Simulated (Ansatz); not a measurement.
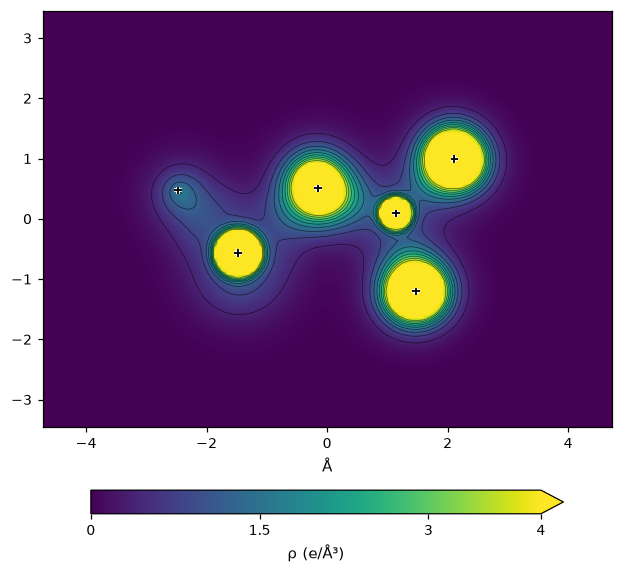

The electron density on a plane through atoms (crosses mark nuclei in the plane).

The calculation used RKS PBE-D4/def2-SVP (Ansatz 0.2.0).

Candidates:
A. BF$_{2}$H$_{2}$OP (SMILES FB(F)OP)
B. CH$_{4}$OSi (SMILES CO[SiH])

> Which candidate gave the map?

Candidate A: BF$_{2}$H$_{2}$OP on the plane of atoms F1, B2 and F3, which holds F, B, O, P and H. B–F (1.33 Å): ρ at the midpoint is about 2.1 e/Å³. B–O (1.36 Å): ρ at the midpoint is about 2.1 e/Å³.
